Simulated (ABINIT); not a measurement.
**FeAs2 (Lollingite): a self-consistent loop beyond G0W0, cycle by cycle**

Aim: iterate the self-energy on FeAs2 (Lollingite) and follow the gap from cycle to cycle.

Main program and level: ABINIT 10.8.3; LDA and many-body steps on it, plane waves.

**The experiments to reproduce.**

- Gap 0.2 eV: transport gap from activated resistivity above 200 K, current along a; electrical resistivity, Arrhenius fit; bulk crystal (single crystal grown by chemical vapor transport) (“Huge Thermoelectric Power Factor: FeSb2 versus FeAs2 and RuSb2”, 2009, arxiv:0910.0784).

This is a report of a sequence of runs, with most program output left out.

## 1. The structure

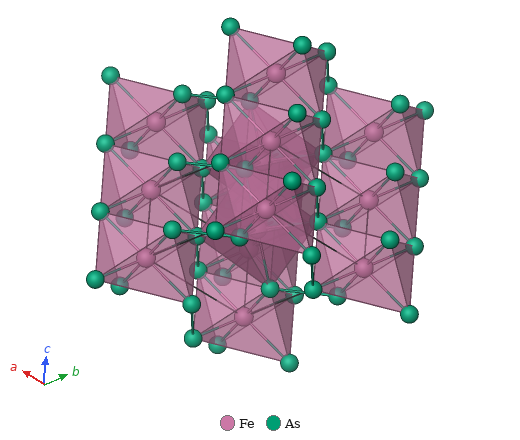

The starting structure, seen from a free direction (iron pink, arsenic teal). 1×1×2 cells are drawn. Some periodic images of atoms are drawn too.

Coordinates:

```cif
data_structure
_symmetry_space_group_name_H-M 'P 1'
_symmetry_Int_Tables_number 1
_cell_length_a 5.3012
_cell_length_b 5.9858
_cell_length_c 2.8822
_cell_angle_alpha 90.000
_cell_angle_beta 90.000
_cell_angle_gamma 90.000
_cell_volume 91.46
loop_
_atom_site_label
_atom_site_type_symbol
_atom_site_fract_x
_atom_site_fract_y
_atom_site_fract_z
_atom_site_occupancy
Fe1 Fe 0.00000 0.00000 0.00000 1
Fe2 Fe 0.50000 0.50000 0.50000 1
As3 As 0.17630 0.36240 0.00000 1
As4 As 0.82370 0.63760 0.00000 1
As5 As 0.67630 0.13760 0.50000 1
As6 As 0.32370 0.86240 0.50000 1
```

The cell and positions come from the Crystallography Open Database and are kept as given unless a step says otherwise.

## 2. Empty states on the mesh, 2×2×4 mesh, 134 bands

This step: ABINIT 10.8.3; DFT, LDA, plane waves, norm-conserving pseudopotentials.

The sums over transitions need many empty states on a uniform mesh; this step solves for them.

Contents of run.abi:

```
acell 3*1.0 Angstrom
rprim 
  5.301200000000 0.000000000000 0.000000000000
  0.000000000000 5.985800000000 0.000000000000
  0.000000000000 0.000000000000 2.882200000000
ntypat 2
znucl 26 33
natom 6
typat 1 1 2 2 2 2
xred 
  0.000000000000 0.000000000000 -0.000000000000
  0.500000000000 0.500000000000 0.500000000000
  0.176300000000 0.362400000000 -0.000000000000
  0.823700000000 0.637600000000 -0.000000000000
  0.676300000000 0.137600000000 0.500000000000
  0.323700000000 0.862400000000 0.500000000000
pp_dirpath "pseudos"
pseudos "Fe.upf, As.upf"
ecut 65
ngkpt 2 2 4
nshiftk 1
shiftk 0 0 0
kptopt 1
chksymbreak 0
iscf -2
irdden 1
istwfk *1
nband 134
nbdbuf 12
tolwfr 1e-09
nstep 60
prtvol 0
indata_prefix "in"
outdata_prefix "out"
tmpdata_prefix "tmp"
```

Launch:

```
$ OMP_NUM_THREADS=1 mpirun -n 4 abinit run.abi > log
```

The job ended after 3.7 min (4 MPI ranks of Arm Neoverse V1, shared host; peak memory 0.83 GiB).

This step gave:

- gap: 0.2727 eV
- k of the valence top: 0, 0.5, 0.25
- k of the conduction bottom: 0, 0, 0.25
- least direct gap: 0.5777 eV
- k points computed: 12
- lowest point of the top converged band, above the valence top: 32.81 eV

On this mesh the gap is 0.273 eV.

The density comes from a self-consistent run that is not shown.

## 3. Screening, 2×2×4 mesh, 122 bands, screening to 106.1 eV

The RPA dielectric matrix is built and inverted for each q.

This step: RPA screening on LDA, plane waves, norm-conserving pseudopotentials.

run.abi: that of step 2 with these lines changed.

```diff
@@ -24,10 +24,11 @@
 chksymbreak 0
-iscf -2
-irdden 1
 istwfk *1
-nband 134
-nbdbuf 12
-tolwfr 1e-09
-nstep 60
-prtvol 0
+occopt 1
+irdwfk 1
+optdriver 3
+nband 122
+ecuteps 3.9
+inclvkb 2
+awtr 1
+symchi 1
 indata_prefix "in"
```

Elapsed: 5.5 min, on 4 MPI ranks; peak memory 6.6 GiB; 22 min of CPU time.

This step gave:

```
ε∞ with local fields, on this mesh, along the program's q direction : 26.98
the same without local fields                                       : 27.87
plasma frequency                                                    : 43.24 eV
plane waves in the screening matrix                                 : 227
```

Local fields lower ε∞ by 3 %. On a Γ-centred mesh this coarse the value itself is usually too large, while a short band sum pulls it down.

## 4. G0W0

The self-energy is evaluated for the states that the input lists, and the levels follow from it, in one-shot runs by the linearised quasiparticle equation.

This step: G0W0 on LDA, plane waves, norm-conserving pseudopotentials.

run.abi: that of step 3 with these lines changed.

```diff
@@ -27,8 +27,21 @@
 irdwfk 1
-optdriver 3
+optdriver 4
 nband 122
+gwcalctyp 0
+ecutsigx 65
+symsigma 1
+nkptgw 4
+kptgw 
+  0.0000000000 0.5000000000 0.2500000000
+  0.0000000000 0.0000000000 0.2500000000
+  0.5000000000 0.5000000000 0.5000000000
+  0.0000000000 0.0000000000 0.0000000000
+bdgw 
+  61 64
+  61 64
+  61 64
+  61 64
 ecuteps 3.9
-inclvkb 2
-awtr 1
-symchi 1
+irdscr 1
+ppmodel 1
 indata_prefix "in"
```

Run time: 47 s. Hardware: 4 MPI ranks; peak memory 6.2 GiB.

Numbers from this step:

```yaml
g0w0_gap_on_the_mesh: 0.3960 eV
starting_gap_on_the_mesh: 0.2727 eV
k_of_the_valence_top: 0, 0, 0
k_of_the_conduction_bottom: 0, 0, 0.25
z_at_the_valence_top: 0.7
z_at_the_conduction_bottom: 0.721
least_direct_g0w0_gap_on_the_computed_points: 0.7280 eV
```

The gap on the mesh goes from 0.27 eV to 0.40 eV, a correction of +0.12 eV.

## 5. evGW0, cycle 1

This step: evGW0 on LDA, plane waves, norm-conserving pseudopotentials.

run.abi: that of step 4 with these lines changed.

```diff
@@ -29,16 +29,32 @@
 nband 122
-gwcalctyp 0
+gwcalctyp 10
 ecutsigx 65
 symsigma 1
-nkptgw 4
+nkptgw 12
 kptgw 
+  0.0000000000 0.0000000000 0.0000000000
+  0.5000000000 0.0000000000 0.0000000000
+  0.0000000000 0.5000000000 0.0000000000
+  0.5000000000 0.5000000000 0.0000000000
+  0.0000000000 0.0000000000 0.2500000000
+  0.5000000000 0.0000000000 0.2500000000
   0.0000000000 0.5000000000 0.2500000000
-  0.0000000000 0.0000000000 0.2500000000
+  0.5000000000 0.5000000000 0.2500000000
+  0.0000000000 0.0000000000 0.5000000000
+  0.5000000000 0.0000000000 0.5000000000
+  0.0000000000 0.5000000000 0.5000000000
   0.5000000000 0.5000000000 0.5000000000
-  0.0000000000 0.0000000000 0.0000000000
 bdgw 
-  61 64
-  61 64
-  61 64
-  61 64
+  45 70
+  45 70
+  45 70
+  45 70
+  45 70
+  45 70
+  45 70
+  45 70
+  45 70
+  45 70
+  45 70
+  45 70
 ecuteps 3.9
```

Run time: 12 min. Hardware: 4 MPI ranks; peak memory 13 GiB; 49 min of CPU time.

This step gave:

```
quasiparticle gap on the mesh                         : 0.3860 eV
gap of the density functional on the mesh             : 0.2727 eV
k of the valence top                                  : 0, 0, 0
k of the conduction bottom                            : 0, 0, 0.25
Z at the valence top                                  : 0.7
Z at the conduction bottom                            : 0.721
least direct quasiparticle gap on the computed points : 0.7420 eV
```

Against G0W0 in ABINIT (2×2×4 mesh, 122 bands, screening to 106.1 eV, Godby-Needs plasmon pole), the gap moves by −0.010 eV. This first cycle still uses the starting levels; it takes the full correction, at all points of the mesh, and its linearised value is 0.396 eV.

## 6. evGW0, cycle 2

The corrected levels of the last cycle go back in.

run.abi: that of step 5 with these lines changed.

```diff
@@ -62,2 +62,3 @@
 ppmodel 1
+irdqps 1
 indata_prefix "in"
```

Run time: 12 min. Hardware: 4 MPI ranks; peak memory 13 GiB; 49 min of CPU time.

Numbers from this step:

* quasiparticle gap on the mesh: 0.3580 eV
* gap of the density functional on the mesh: 0.2727 eV
* k of the valence top: 0, 0, 0
* k of the conduction bottom: 0, 0, 0.25
* least direct quasiparticle gap on the computed points: 0.7200 eV

Against the cycle before, the gap moves by −0.028 eV.

## 7. evGW0, cycle 3

run.abi is that of step 6.

It took 12 min on 4 MPI ranks; peak memory 13 GiB.

This step gave:

| Quantity | Value |
| --- | --- |
| quasiparticle gap on the mesh | 0.3640 eV |
| gap of the density functional on the mesh | 0.2727 eV |
| k of the valence top | 0, 0, 0 |
| k of the conduction bottom | 0, 0, 0.25 |
| least direct quasiparticle gap on the computed points | 0.7270 eV |

Against the cycle before, the gap moves by +0.006 eV.

## 8. Screening, 2×2×4 mesh, 122 bands, screening to 106.1 eV

This step: RPA screening on LDA, plane waves, norm-conserving pseudopotentials.

Contents of run.abi:

```
acell 3*1.0 Angstrom
rprim 
  5.301200000000 0.000000000000 0.000000000000
  0.000000000000 5.985800000000 0.000000000000
  0.000000000000 0.000000000000 2.882200000000
ntypat 2
znucl 26 33
natom 6
typat 1 1 2 2 2 2
xred 
  0.000000000000 0.000000000000 -0.000000000000
  0.500000000000 0.500000000000 0.500000000000
  0.176300000000 0.362400000000 -0.000000000000
  0.823700000000 0.637600000000 -0.000000000000
  0.676300000000 0.137600000000 0.500000000000
  0.323700000000 0.862400000000 0.500000000000
pp_dirpath "pseudos"
pseudos "Fe.upf, As.upf"
ecut 65
ngkpt 2 2 4
nshiftk 1
shiftk 0 0 0
kptopt 1
chksymbreak 0
istwfk *1
occopt 1
irdwfk 1
optdriver 3
nband 122
ecuteps 3.9
inclvkb 2
awtr 1
symchi 1
gwcalctyp 10
mbpt_sciss 0.234 eV
nqptdm 1
qptdm 
  0 0 0
indata_prefix "in"
outdata_prefix "out"
tmpdata_prefix "tmp"
```

Run time: 2.7 min. Hardware: 4 MPI ranks; peak memory 6.6 GiB; 11 min of CPU time.

Numbers from this step:

```
ε∞ with local fields, on this mesh, along the program's q direction : 24.39
the same without local fields                                       : 25.16
plasma frequency                                                    : 43.24 eV
plane waves in the screening matrix                                 : 227
```

This screening uses the functional's bands under a rigid shift, the mean opening of the cycle before.

## 9. Screening, 2×2×4 mesh, 122 bands, screening to 106.1 eV

This step: RPA screening on LDA from quasiparticle energies, plane waves, norm-conserving pseudopotentials.

run.abi: that of step 8 with these lines changed.

```diff
@@ -33,7 +33,17 @@
 symchi 1
+irdqps 1
 gwcalctyp 10
-mbpt_sciss 0.234 eV
-nqptdm 1
+nqptdm 11
 qptdm 
-  0 0 0
+  0.5000000000 0.0000000000 0.0000000000
+  0.0000000000 0.5000000000 0.0000000000
+  0.5000000000 0.5000000000 0.0000000000
+  0.0000000000 0.0000000000 0.2500000000
+  0.5000000000 0.0000000000 0.2500000000
+  0.0000000000 0.5000000000 0.2500000000
+  0.5000000000 0.5000000000 0.2500000000
+  0.0000000000 0.0000000000 0.5000000000
+  0.5000000000 0.0000000000 0.5000000000
+  0.0000000000 0.5000000000 0.5000000000
+  0.5000000000 0.5000000000 0.5000000000
 indata_prefix "in"
```

Contents of mrgscr.stdin:

```
2
merged
q0_SCR
out_SCR
1
```

Launch:

```
$ OMP_NUM_THREADS=1 mpirun -n 4 abinit run.abi > log; mrgscr < mrgscr.stdin
```

Wall time 2.9 min (4 MPI ranks); peak memory 6.2 GiB; 12 min of CPU time.

This step gave:

* plasma frequency: 43.24 eV
* plane waves in the screening matrix: 227

This screening reads the quasiparticle levels of the cycle before.

## 10. evGW, cycle 1

This step: evGW on LDA, plane waves, norm-conserving pseudopotentials.

run.abi: that of step 9 with these lines changed.

```diff
@@ -27,12 +27,10 @@
 irdwfk 1
-optdriver 3
+optdriver 4
 nband 122
-ecuteps 3.9
-inclvkb 2
-awtr 1
-symchi 1
-irdqps 1
 gwcalctyp 10
-nqptdm 11
-qptdm 
+ecutsigx 65
+symsigma 1
+nkptgw 12
+kptgw 
+  0.0000000000 0.0000000000 0.0000000000
   0.5000000000 0.0000000000 0.0000000000
@@ -48,2 +46,19 @@
   0.5000000000 0.5000000000 0.5000000000
+bdgw 
+  45 70
+  45 70
+  45 70
+  45 70
+  45 70
+  45 70
+  45 70
+  45 70
+  45 70
+  45 70
+  45 70
+  45 70
+ecuteps 3.9
+irdscr 1
+ppmodel 1
+irdqps 1
 indata_prefix "in"
```

Launch:

```
$ OMP_NUM_THREADS=1 mpirun -n 4 abinit run.abi > log
```

Run time: 13 min. Hardware: 4 MPI ranks; peak memory 13 GiB; 50 min of CPU time.

This step gave:

```yaml
quasiparticle_gap_on_the_mesh: 0.3920 eV
gap_of_the_density_functional_on_the_mesh: 0.2727 eV
k_of_the_valence_top: 0, 0, 0
k_of_the_conduction_bottom: 0, 0, 0.25
least_direct_quasiparticle_gap_on_the_computed_points: 0.7400 eV
```

Against G0W0 in ABINIT (2×2×4 mesh, 122 bands, screening to 106.1 eV, Godby-Needs plasmon pole), the gap moves by −0.004 eV.

## 11. Screening, 2×2×4 mesh, 122 bands, screening to 106.1 eV

This step: RPA screening on LDA, plane waves, norm-conserving pseudopotentials.

Contents of run.abi:

```
acell 3*1.0 Angstrom
rprim 
  5.301200000000 0.000000000000 0.000000000000
  0.000000000000 5.985800000000 0.000000000000
  0.000000000000 0.000000000000 2.882200000000
ntypat 2
znucl 26 33
natom 6
typat 1 1 2 2 2 2
xred 
  0.000000000000 0.000000000000 -0.000000000000
  0.500000000000 0.500000000000 0.500000000000
  0.176300000000 0.362400000000 -0.000000000000
  0.823700000000 0.637600000000 -0.000000000000
  0.676300000000 0.137600000000 0.500000000000
  0.323700000000 0.862400000000 0.500000000000
pp_dirpath "pseudos"
pseudos "Fe.upf, As.upf"
ecut 65
ngkpt 2 2 4
nshiftk 1
shiftk 0 0 0
kptopt 1
chksymbreak 0
istwfk *1
occopt 1
irdwfk 1
optdriver 3
nband 122
ecuteps 3.9
inclvkb 2
awtr 1
symchi 1
gwcalctyp 10
mbpt_sciss 0.266 eV
nqptdm 1
qptdm 
  0 0 0
indata_prefix "in"
outdata_prefix "out"
tmpdata_prefix "tmp"
```

Wall time 2.7 min (4 MPI ranks); peak memory 6.6 GiB; 11 min of CPU time.

This step gave:

```yaml
eps_infinity_with_local_fields_on_this_mesh_along_the_program_s_q_direction: 24.10
the_same_without_local_fields: 24.85
plasma_frequency: 43.24 eV
plane_waves_in_the_screening_matrix: 227
```

This screening uses the functional's bands under a rigid shift, the mean opening of the cycle before.

## 12. Screening, 2×2×4 mesh, 122 bands, screening to 106.1 eV

This step: RPA screening on LDA from quasiparticle energies, plane waves, norm-conserving pseudopotentials.

run.abi: that of step 11 with these lines changed.

```diff
@@ -33,7 +33,17 @@
 symchi 1
+irdqps 1
 gwcalctyp 10
-mbpt_sciss 0.266 eV
-nqptdm 1
+nqptdm 11
 qptdm 
-  0 0 0
+  0.5000000000 0.0000000000 0.0000000000
+  0.0000000000 0.5000000000 0.0000000000
+  0.5000000000 0.5000000000 0.0000000000
+  0.0000000000 0.0000000000 0.2500000000
+  0.5000000000 0.0000000000 0.2500000000
+  0.0000000000 0.5000000000 0.2500000000
+  0.5000000000 0.5000000000 0.2500000000
+  0.0000000000 0.0000000000 0.5000000000
+  0.5000000000 0.0000000000 0.5000000000
+  0.0000000000 0.5000000000 0.5000000000
+  0.5000000000 0.5000000000 0.5000000000
 indata_prefix "in"
```

mrgscr.stdin is that of step 9.

Launch:

```
$ OMP_NUM_THREADS=1 mpirun -n 4 abinit run.abi > log; mrgscr < mrgscr.stdin
```

It took 3 min on 4 MPI ranks; peak memory 6.2 GiB.

Numbers from this step:

```yaml
plasma_frequency: 43.24 eV
plane_waves_in_the_screening_matrix: 227
```

This screening reads the quasiparticle levels of the cycle before.

## 13. evGW, cycle 2

This step: evGW on LDA, plane waves, norm-conserving pseudopotentials.

run.abi: that of step 12 with these lines changed.

```diff
@@ -27,12 +27,10 @@
 irdwfk 1
-optdriver 3
+optdriver 4
 nband 122
-ecuteps 3.9
-inclvkb 2
-awtr 1
-symchi 1
-irdqps 1
 gwcalctyp 10
-nqptdm 11
-qptdm 
+ecutsigx 65
+symsigma 1
+nkptgw 12
+kptgw 
+  0.0000000000 0.0000000000 0.0000000000
   0.5000000000 0.0000000000 0.0000000000
@@ -48,2 +46,19 @@
   0.5000000000 0.5000000000 0.5000000000
+bdgw 
+  45 70
+  45 70
+  45 70
+  45 70
+  45 70
+  45 70
+  45 70
+  45 70
+  45 70
+  45 70
+  45 70
+  45 70
+ecuteps 3.9
+irdscr 1
+ppmodel 1
+irdqps 1
 indata_prefix "in"
```

Launch:

```
$ OMP_NUM_THREADS=1 mpirun -n 4 abinit run.abi > log
```

Elapsed: 13 min, on 4 MPI ranks; peak memory 13 GiB.

This step gave:

| Item | Value |
| --- | --- |
| quasiparticle gap on the mesh | 0.391 eV |
| gap of the density functional on the mesh | 0.2727 eV |
| k of the valence top | 0, 0, 0 |
| k of the conduction bottom | 0, 0, 0.25 |
| least direct quasiparticle gap on the computed points | 0.7390 eV |

Against the cycle before, the gap moves by −0.001 eV.

## 14. Side by side

Times are wall times on 4 MPI ranks of Arm Neoverse V1, shared host, good to a factor of about two. A run's time includes the screening step that it read.

| run | mesh | bands | screening cutoff (eV) | DFT gap (eV) | gap on the mesh (eV) | direct (eV) | ε∞ used | time |
| --- | --- | --- | --- | --- | --- | --- | --- | --- |
| G0W0 | 2×2×4 | 122 | 106.1 | 0.273 | 0.396 | 0.728 | 26.98 | 6.2 min |
| evGW0, cycle 1 | 2×2×4 | 122 | 106.1 | 0.273 | 0.386 | 0.742 | 26.98 | 18 min |
| evGW0, cycle 2 | 2×2×4 | 122 | 106.1 | 0.273 | 0.358 | 0.720 | 26.98 | 18 min |
| evGW0, cycle 3 | 2×2×4 | 122 | 106.1 | 0.273 | 0.364 | 0.727 | 26.98 | 18 min |
| evGW, cycle 1 | 2×2×4 | 122 | 106.1 | 0.273 | 0.392 | 0.740 | 24.39 | 18 min |
| evGW, cycle 2 | 2×2×4 | 122 | 106.1 | 0.273 | 0.391 | 0.739 | 24.10 | 18 min |

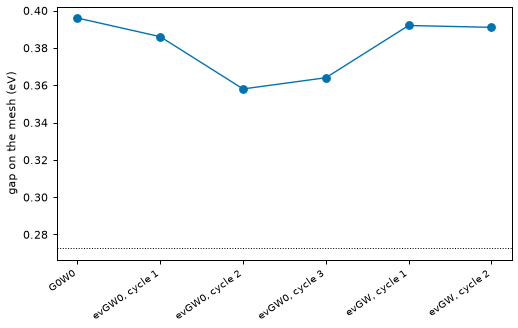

The gap through the cycles; the dotted line is the starting gap.

## 15. Outcome

```
G0W0           : 0.396 eV
evGW0, cycle 1 : 0.386 eV
evGW0, cycle 2 : 0.358 eV
evGW0, cycle 3 : 0.364 eV
evGW, cycle 1  : 0.392 eV
evGW, cycle 2  : 0.391 eV
known limits   : not at the basis limit; mesh may overstate the screening; no spin polarisation; d states lean on the start; no spin-orbit coupling; coarse k mesh
```

What this shows: Only the bands that the input lists are updated; the others, empty or deep, keep the functional's energies or take a rigid shift. The evGW loop starts from the last levels of evGW0, so its cycles and time come on top of those. evGW0 ends at 0.36 eV, −0.03 eV from G0W0, after 3 cycles that took 37 min beside the first screening; the last moved the gap by 0.006 eV. evGW ends at 0.39 eV, −0.01 eV from G0W0, after 2 cycles that took 37 min beside the first screening; the last moved the gap by 0.001 eV. Against experiment, by evGW, cycle 2: the gap of 0.39 eV lies +0.19 eV from the measured 0.2 eV (transport, 2009). These are gaps on the mesh, at modest bands and cutoff. The calculation has static nuclei and no excitons; a measured gap holds zero-point and thermal motion, which mostly lowers it. Bands and cutoff are finite, so the gap is not at the basis limit. The miss can reach some tenths of an eV and take either sign; the mesh is an error of its own. The 2×2×4 mesh is coarse for this cell, which bears on the long-range parts of exchange and screening. For the LDA start: The RPA ε∞ on this mesh reaches over 25; with a narrow direct gap a coarse mesh can overstate it, and the correction is then too small. In the updated screening the q = 0 part is built from Kohn-Sham bands under a rigid shift, the other q from the quasiparticle levels. The runs have no spin polarisation. For a closed low-spin shell that is the natural state; where a d or f shell is open it is a constraint, and the gap is then not the crystal's own. With d states at the gap, one-shot GW leans hard on its start. The many-body steps are scalar-relativistic: spin-orbit coupling is not in them.

[Paths, hosts, dates, memory and timing lines, banners, echoed tables and standing remarks are left out of the program output.]

[Logs are printed without paths, hosts, clocks, repeated set-up lines and the standing remarks that a program may print on its own settings, such as how far it seeks lower states.]

[Runs of the session that timed out or met a known fault of the program may be left out.]

[Hosts, paths, dates, database ids (printed as entryN), source tags and the programs' standing remarks are cut or masked in the printed files.]

[G0W0 gaps are taken among the corrected bands and points alone; a level outside them can change the order at an edge.]

[Where Ansatz stands beside ABINIT at settings called matched, ABINIT's density can come from a denser mesh and the files from another edition; pairs whose starting gaps differed by over 0.03 eV were left out, so agreement reads better than it is.]
